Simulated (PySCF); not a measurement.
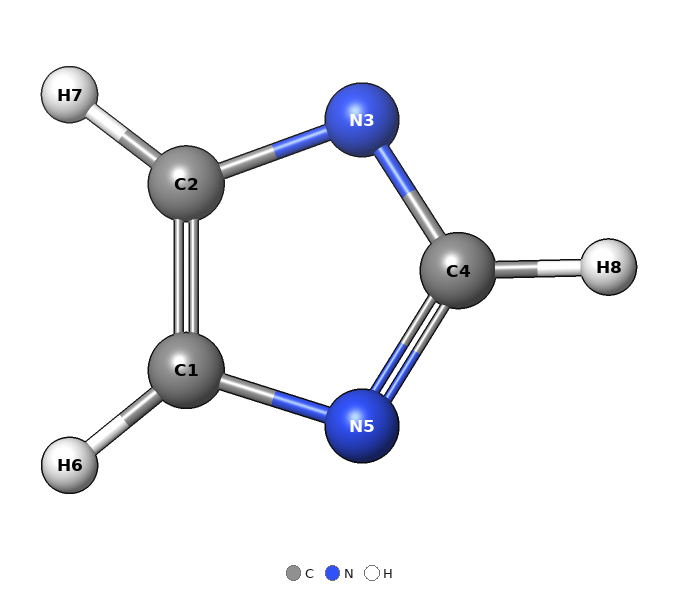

The species has charge −1 and is a spin singlet. Computed geometry: PBE0-D3(BJ)/def2-SVP optimisation. No frequency run is at hand to confirm it as a minimum. Level of theory: B3LYP/pcJ-1 indirect spin-spin coupling, non-relativistic, gas phase (PySCF 2.14.0). Isotopes: 13C, 1H, 15N.

Give the spin–spin coupling constants of these pairs, with the number of bonds between them: C1/H6, C2/H7, N3/C4, C1/H7, C2/H6, N3/H8, N3/H7, C2/H8.

| pair | bonds apart | J (Hz) |
| --- | --- | --- |
| C1, H6 | 1 | 173.0 |
| C2, H7 | 1 | 173.1 |
| N3, C4 | 1 | 2.7 |
| C1, H7 | 2 | 16.5 |
| C2, H6 | 2 | 16.5 |
| N3, H8 | 2 | −15.5 |
| N3, H7 | 2 | −12.0 |
| C2, H8 | 3 | 9.7 |
